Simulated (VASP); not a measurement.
Band structure of CoSi (space group P2_13). Method: PBE GGA, VASP's PBE PAW potentials (set 64) (plane waves; VASP).

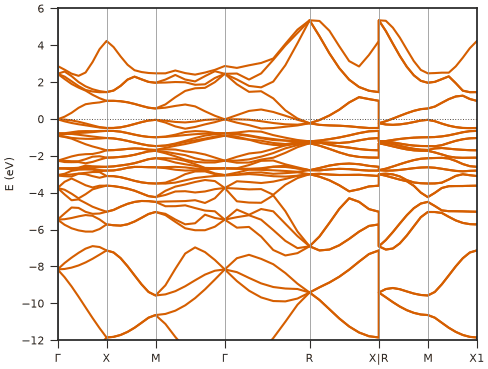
Bands along high-symmetry lines, zero at the valence-band maximum or, without a gap, the Fermi level

Read the plot: is there a gap, and where are the band edges?

It has no gap at this level: it comes out as a metal or semimetal.

The structure comes from a computed database's CoSi entry; how it stands against other phases isn't given here. The cell was not relaxed at this level. The run is not spin-polarised, so no magnetic state was tried.
